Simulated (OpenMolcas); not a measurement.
# Ru⁵⁺ among point charges: CASSCF and CASPT2 levels and susceptibility

Aim: the splitting of the states of Ru⁵⁺ in the field of 6 point charges, its lowest levels with spin-orbit coupling and its magnetic susceptibility.

Method: state-averaged CASSCF and CASPT2, spin-orbit coupling by RASSI with atomic mean-field integrals. Code: OpenMolcas 26.06.

### 1 What is computed

```
Species                           : Ru⁵⁺ (ruthenium, Z = 44, 39 electrons)
Basis                             : ANO-RCC-VDZP [6s5p3d1f], 43 functions
Scalar Hamiltonian                : DKH2, point nucleus
Inactive shells                   : 1s 2s 2p 3s 3p 3d 4s 4p
Active space                      : 3 electrons in 5 orbitals (4d)
Some configurations of this space : 4d³
Orbitals                          : optimised for each spin and parity, averaged over all roots
```

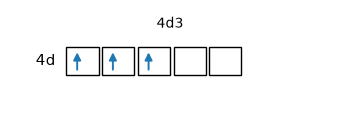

The shells outside the core, filled by Hund's rule for the drawing.

The ion sits among 6 point charges of -0.8 e arranged as a tetragonal octahedron (D4h), 2.14 Å from the ion, with the axial distance 1.862 Å.

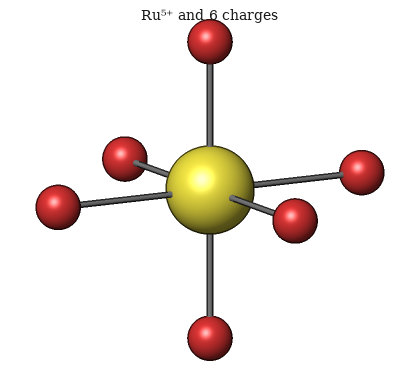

The ion and the point charges (red).

The work runs as a chain of OpenMolcas steps in one folder; each step below is one input file. Labels, J, g values, rates, χT and fits are worked out afterwards by a script from the matrices that RASSI stores. The input lists half of the charges; inversion (Group=XYZ) makes the rest.

### 2 GATEWAY and SEWARD: basis and integrals

The input, a.inp:

```
&GATEWAY
Coord
1

Ru 0.0 0.0 0.0
Basis=ANO-RCC-VDZP
Group=XYZ
NoMove
AngMom=0.0 0.0 0.0
AMFI
XField
3 Angstrom 0
2.140000 0.000000 0.000000 -0.800000
0.000000 2.140000 0.000000 -0.800000
0.000000 0.000000 1.861800 -0.800000
&SEWARD
```

### 3 Reference wave functions, quartets of even parity, 10 roots

The input, a.inp:

```
&RASSCF
FileOrb=start.orb
Symmetry=1
Spin=4
nActEl=3 0 0
Inactive=9 9
Ras2=5 0
CIRoot=10 10 1
SDav=10
CIMx=300
Iter=120 100
PrWF=0.3
OrbListing=Nothing
MaxOrb=0
>>> COPY $Project.JobIph JOB001
```

start.orb holds the contracted functions of the basis, ordered by shell, or the orbitals of the step before.

### 4 Reference wave functions, doublets of even parity, 40 roots

The input, a.inp:

```
&RASSCF
FileOrb=start.orb
Symmetry=1
Spin=2
nActEl=3 0 0
Inactive=9 9
Ras2=5 0
CIRoot=40 40 1
SDav=40
CIMx=300
Iter=120 100
PrWF=0.3
OrbListing=Nothing
MaxOrb=0
>>> COPY $Project.JobIph JOB002
```

### 5 State interaction with spin-orbit coupling

The input, a.inp:

```
&RASSI
NrOfJobIphs=2 10 40
1 2 3 4 5 6 7 8 9 10
1 2 3 4 5 6 7 8 9 10 11 12 13 14 15 16 17 18 19 20 21 22 23 24 25 26 27
28 29 30 31 32 33 34 35 36 37 38 39 40
IphNames
JOB001
JOB002
EJob
SpinOrbit
DIPRint=1.0
SOCoupling=1000.0
Subsets=2
Property=9
'ANGMOM' 1 'ANGMOM' 2 'ANGMOM' 3 'MLTPL  1' 1 'MLTPL  1' 2 'MLTPL  1' 3
'AMFI' 1 'AMFI' 2 'AMFI' 3
SOProperty=3
'ANGMOM' 1 'ANGMOM' 2 'ANGMOM' 3
```

### 6 CASPT2: IPEA 0.25, imaginary shift 0.1 (closed shells correlated: 4s 4p)

The input, a.inp:

```
>>> COPY JOB001 $Project.JobIph
&CASPT2
Multistate=10 1 2 3 4 5 6 7 8 9 10
NoMult
Frozen=8 6
IPEA=0.25
Imaginary=0.1
MaxIter=60
WThr=0.0 0.3 0.05
PrWF=0.5
NoMix
>>> COPY JOB002 $Project.JobIph
&CASPT2
Multistate=40 1 2 3 4 5 6 7 8 9 10 11 12 13 14 15 16 17 18 19 20 21 22
23 24 25 26 27 28 29 30 31 32 33 34 35 36 37 38 39 40
NoMult
Frozen=8 6
IPEA=0.25
Imaginary=0.1
MaxIter=60
WThr=0.0 0.3 0.05
PrWF=0.5
NoMix
```

(Steps that only read results are left out.)

Before running it: what results should come out? Wanted: spin-free ground state; first state of the same spin within the active space; lowest level; next level.

As calculated:

| quantity | value |
| --- | --- |
| method | SS-CASPT2, IPEA 0.25, imaginary shift 0.1 (closed shells correlated: 4s 4p) |
| spin-free ground state | 4B1, 1-fold in its orbital part |
| first state of the same spin within the active space | 4B2 at 1890 cm⁻¹ |
| lowest level | 2-fold E1/2, g = 0.72, 0.72, 1.73 |
| next level | 219.3 cm⁻¹ |
| χT at 300 K | 0.31 cm³ K/mol |
| effective moment at 300 K | 1.57 μB |

Cost by method:

| method | time of its own steps | time with the reference |
| --- | --- | --- |
| A. CASSCF | 7.3 s | 7.3 s |
| B. SS-CASPT2, IPEA 0.25, imaginary shift 0.1, +4s 4p | 2.2 s | 9.5 s |

Times are of one thread on a shared host.

In words: The spin-free ground state (4B1) comes to 100 % from free-ion F terms and keeps the highest spin of the shell. χT at 300 K is 0.31, against 1.88 cm³ K/mol for the spin alone, so spin-orbit coupling lowers it. The field of point charges can differ much from that of real complexes. This is an electrostatic model: the charges have no orbitals.
